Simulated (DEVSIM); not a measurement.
System: abrupt Si n-p junction, at 350 K.

```tsv
layer (left to right)	material	thickness (μm)	Nd (cm⁻³)	Na (cm⁻³)	τn (s)	τp (s)
1	Si	39.0	1.6e19	-	1.8e-6	1.8e-6
2	Si	0.680	-	1.1e16	1.8e-6	1.8e-6
```

Left contact: ohmic. Right contact: ohmic. Voltage is applied to the left contact. Recombination: SRH at mid-gap, radiative. Mobility is μmin + (μ − μmin)/(1 + (N/Nref)^α).

Constants are typed, rounded textbook-type inputs, not results; the design itself was drawn at random and stands for no fabricated device. Values at 300 K; Nc and Nv go as T^1.5, mobilities as T to minus their exponent, the gap by Varshni's rule with the affinity fixed.

| parameter | Si |
|---|---|
| gap (eV) | 1.124 |
| affinity (eV) | 4.05 |
| permittivity | 11.7 |
| Nc (cm⁻³) | 2.86e19 |
| Nv (cm⁻³) | 3.1e19 |
| μn (cm²/Vs) | 1417 |
| μp (cm²/Vs) | 470 |
| μn,min | 52 |
| μp,min | 45 |
| Nref,n | 9.7e16 |
| Nref,p | 2.2e17 |
| αn | 0.68 |
| αp | 0.72 |
| T exponent of μn | 2.3 |
| T exponent of μp | 2.2 |
| B (cm³/s) | 4.7e-15 |
| Varshni α (eV/K) | 0.000473 |
| Varshni β (K) | 636 |

DEVSIM, 1D drift-diffusion, Boltzmann statistics, complete ionisation; no tunnelling, impact ionisation, image-force lowering or self-heating.

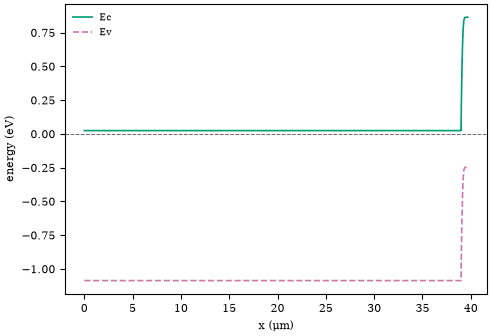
Figure. Band edges at zero bias

Energies count from the Fermi level of the right contact; mesh points crowd at the junctions.

```tsv
x (μm)	Ec (eV)	Ev (eV)	n (cm⁻³)	p (cm⁻³)	field (V/cm)
0.000	0.024	-1.086	1.6e19	8900	≈ 0
0.03028	0.024	-1.086	1.6e19	8900	≈ 0
0.1038	0.024	-1.086	1.6e19	8900	≈ 0
0.2650	0.024	-1.086	1.6e19	8900	≈ 0
0.8810	0.024	-1.086	1.6e19	8900	≈ 0
2.021	0.024	-1.086	1.6e19	8900	≈ 0
4.599	0.024	-1.086	1.6e19	8900	≈ 0
14.45	0.024	-1.086	1.6e19	8900	≈ 0
27.05	0.024	-1.086	1.6e19	8900	≈ 0
33.94	0.024	-1.086	1.6e19	8900	≈ 0
36.77	0.024	-1.086	1.6e19	8900	≈ 0
38.28	0.024	-1.086	1.6e19	8900	≈ 0
38.71	0.024	-1.086	1.6e19	8900	≈ 0
38.88	0.024	-1.086	1.6e19	8900	≈ 0
38.98	0.024	-1.086	1.6e19	8900	≈ 0
39.00	0.118	-0.993	7.2e17	200000	96000
39.04	0.298	-0.812	1.8e15	7.8e7	43000
39.12	0.580	-0.531	1.6e11	8.9e11	29000
39.37	0.861	-0.250	1.4e7	9.9e15	740
39.55	0.864	-0.247	1.3e7	1.1e16	11
39.63	0.864	-0.247	1.3e7	1.1e16	≈ 0
39.68	0.864	-0.247	1.3e7	1.1e16	≈ 0
```
